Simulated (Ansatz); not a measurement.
# Calculations on B₂NH₅O

Part 1: Relaxation

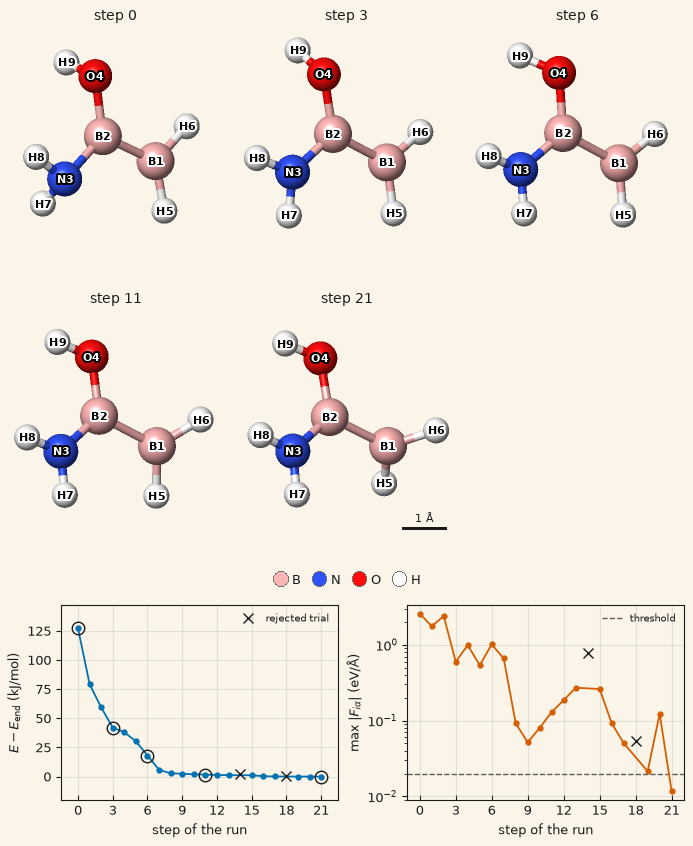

Frames of a relaxation of B2NH5O, marked on the history of the run. Style: ball-and-stick. Shown at a tilt.

The run prepares an end point of a later path (hydrogen shift) calculation, from a guessed geometry.

Level of theory: RKS B3LYP/def2-mTZVP in Ansatz.

The input:
```yaml
crystal:
  periodic: [false, false, false]
  atoms:
    - { symbol: B, position_ang: [0.2701, 1.3145, -0.6135] }
    - { symbol: B, position_ang: [0.0111, -0.0071, 0.2959] }
    - { symbol: "N", position_ang: [0.7525, -1.2725, -0.0539] }
    - { symbol: O, position_ang: [-0.8024, 0.0417, 1.4511] }
    - { symbol: H, position_ang: [0.9543, 1.3336, -1.5708] }
    - { symbol: H, position_ang: [-0.3642, 2.3649, -0.3574] }
    - { symbol: H, position_ang: [0.4671, -1.6034, -0.9648] }
    - { symbol: H, position_ang: [0.5549, -1.9855, 0.6521] }
    - { symbol: H, position_ang: [-1.7548, -0.2325, 1.1442] }
basis:
  gaussian: { orbitals: def2-mTZVP }
hamiltonian:
  xc: b3lyp
relax:
  f_tol: 0.02
  max_steps: 50
```

Run as
```bash
ansatz run input.yaml --threads 2 --pin off --max-ram 3072MiB --backend cpu --events-out ev --progress --plain --runs-dir out
```

What happens along the run?

H6 moves most after the best rigid fit: 1.02 Å. Largest moves by element: H 1.02 Å, O 0.61 Å, N 0.29 Å, B 0.25 Å. Some distances before and after: B2–N3 1.508 → 1.415 Å, B1–B2 1.625 → 1.698 Å, O4–H9 1.038 → 0.968 Å, B1–H6 1.254 → 1.194 Å. Bond angles that change, for instance: B2–N3–H8 109.3° → 124.5°, B2–N3–H7 110.2° → 123.1°, B2–O4–H9 106.1° → 115.2°. Groups turn about B2–O4 by about 85°, B1–B2 by about 65°. After 19 accepted moves (21 points after the start) the energy has fallen by 127.1 kJ/mol. The largest force component goes from 2.6 to 0.012 eV/Å. The line search rejected the trial steps at points 14, 18 of the run. From step 0 to 3: H7 moves most (0.58 Å), energy −85.1 kJ/mol. From step 3 to 6: H9 moves most (0.36 Å), energy −24.0 kJ/mol. From step 6 to 11: H6 moves most (0.36 Å), energy −16.4 kJ/mol. From step 11 to 21: H5 moves most (0.55 Å), energy −1.70 kJ/mol.

```csv
step,"E − E(0), kJ/mol","largest force component, eV/Å",note
0,0.00,2.5827,
1,-47.86,1.7648,
2,-67.81,2.3985,
3,-85.08,0.5986,
4,-89.14,0.9927,
5,-96.87,0.5376,
6,-109.04,1.0157,
7,-121.37,0.6612,
8,-124.27,0.0923,
9,-124.64,0.0516,
10,-125.17,0.0804,
11,-125.44,0.1299,
12,-125.69,0.1862,
13,-125.87,0.2721,
14,-125.07,0.7847,rejected
15,-125.98,0.2612,
16,-126.78,0.0927,
17,-127.01,0.0504,
18,-126.89,0.0537,rejected
19,-127.09,0.0215,
20,-127.09,0.1232,
21,-127.14,0.0116,
```

Part 2: Relaxation

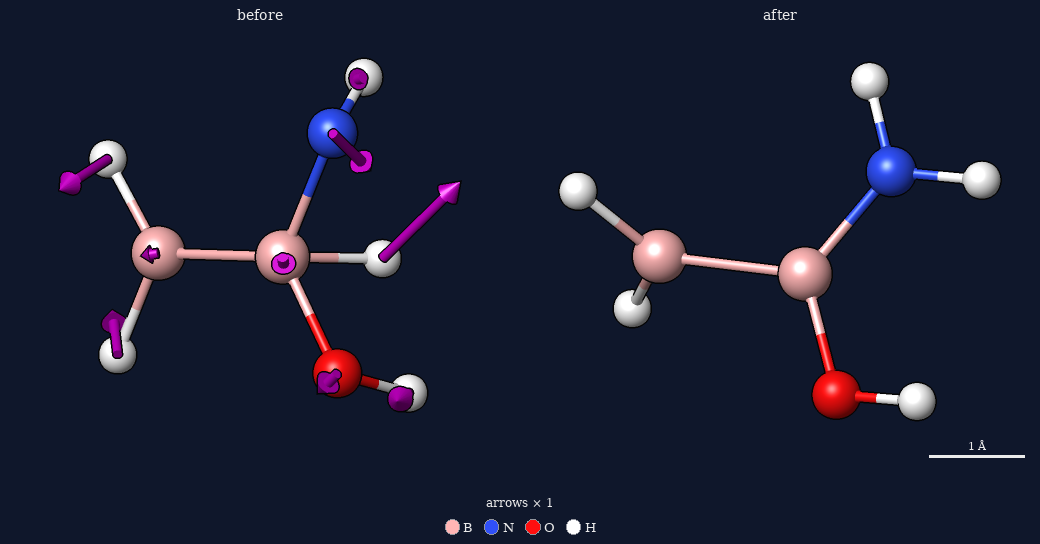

The structure of B2NH5O before (left) and after (right) a relaxation, at one scale. The purple arrows give the displacements, at their true length.

A ball-and-stick model, seen at a tilt.

The run prepares an end point of a later path (hydrogen shift) calculation, from a guessed geometry.

Computed with RKS B3LYP/def2-mTZVP in Ansatz 0.2.0.

The input:
```yaml
crystal:
  periodic: [false, false, false]
  atoms:
    - { symbol: B, position_ang: [0.2701, 1.3145, -0.6135] }
    - { symbol: B, position_ang: [0.0111, -0.0071, 0.2959] }
    - { symbol: "N", position_ang: [0.7525, -1.2725, -0.0539] }
    - { symbol: O, position_ang: [-0.8024, 0.0417, 1.4511] }
    - { symbol: H, position_ang: [0.9543, 1.3336, -1.5708] }
    - { symbol: H, position_ang: [-0.3642, 2.3649, -0.3574] }
    - { symbol: H, position_ang: [0.4671, -1.6034, -0.9648] }
    - { symbol: H, position_ang: [-0.91554, -0.67052, 0.0311] }
    - { symbol: H, position_ang: [-1.7548, -0.2325, 1.1442] }
basis:
  gaussian: { orbitals: def2-mTZVP }
hamiltonian:
  xc: b3lyp
relax:
  f_tol: 0.02
  max_steps: 50
```

Launched with:
```bash
ansatz run input.yaml --threads 2 --pin off --max-ram 3072MiB --backend cpu --events-out ev --progress --plain --runs-dir out
```

Question: What changed between the two?

Answer: After 14 accepted moves (15 points after the start) the energy has fallen by 641.1 kJ/mol. The largest force component goes from 3.6 to 0.011 eV/Å. The line search rejected the trial step at point 11 of the run. The atom that moves furthest after the best rigid fit is H8 (1.34 Å). Largest moves by element: H 1.34 Å, N 0.94 Å, O 0.43 Å, B 0.37 Å. Some distances before and after: B2–H8 1.170 → 2.154 Å, N3–H8 1.775 → 1.012 Å, B2–N3 1.508 → 1.415 Å, B1–B2 1.625 → 1.699 Å. New bonds form, among them: N3–H8 (1.78 → 1.01 Å). Bonds break, among them: B2–H8 (1.17 → 2.15 Å). Bond angles that change, for instance: B2–N3–H7 110.2° → 123.3°, B2–O4–H9 106.1° → 115.2°, B1–B2–O4 121.4° → 116.6°. Groups turn about B2–O4 by about 95°, B2–N3 by about 65°, B1–B2 by about 65°.

Part 3: Path

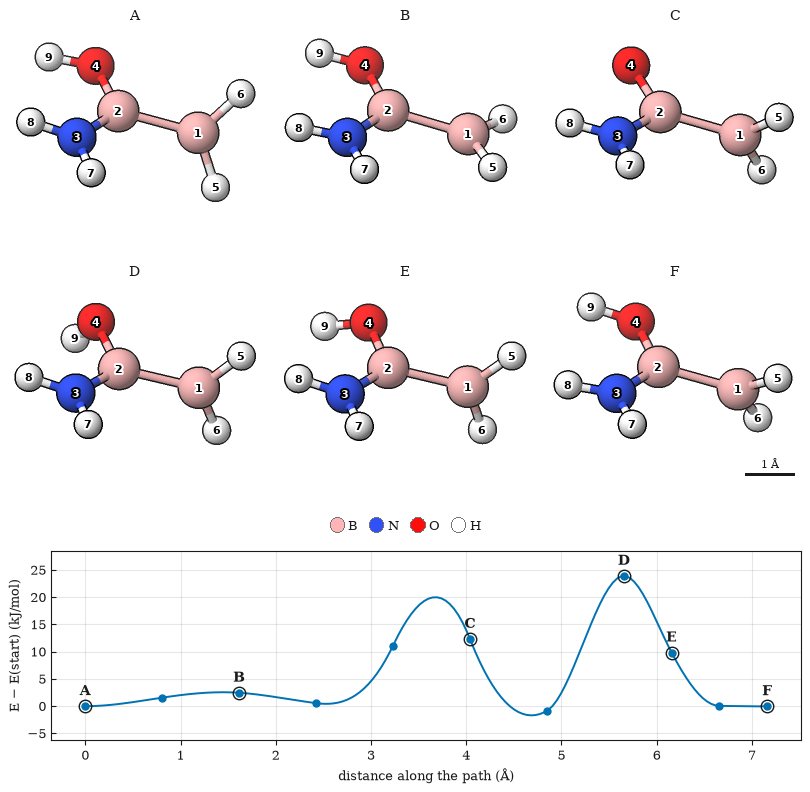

A nudged-elastic-band calculation for B2NH5O. Images are numbered from 0 (start) to 10 (end). Frames A to F are images 0, 2, 5, 7, 8, 10. The picture is a ball-and-stick view, seen from a free direction.

These are results of Ansatz, RKS B3LYP/def2-mTZVP, not measurements. Run with 9 movable images; climbing image; force threshold 0.05 eV/Å; iteration limit 60; starting path through a guess of the saddle point.

Describe the mechanism and the energy profile.

Relative to the start the highest point is image 7 at +23.9 kJ/mol and the end lies at 0.0 kJ/mol, but the profile dips to −0.9 kJ/mol at image 6 on the way, so the process runs in steps. The path has more than one stage, and so few images may leave a stage unresolved. No bond forms or breaks between the ends. Among the angles between lasting bonds that change up to the highest image: B1–B2–N3 121.6° → 127.5°, N3–B2–O4 121.5° → 118.4°. The band converged in 51 iterations. The largest component of the band force went from 12 to 0.013 eV/Å. The climbing image converged on the top of the path. Its vibrational analysis gives one imaginary mode (488i cm⁻¹), as a transition state must have.

The run took 7.4 min on 2 threads of Intel(R) Xeon(R) 6975P-C (Granite Rapids) (shared host), peak memory 0.23 GiB.
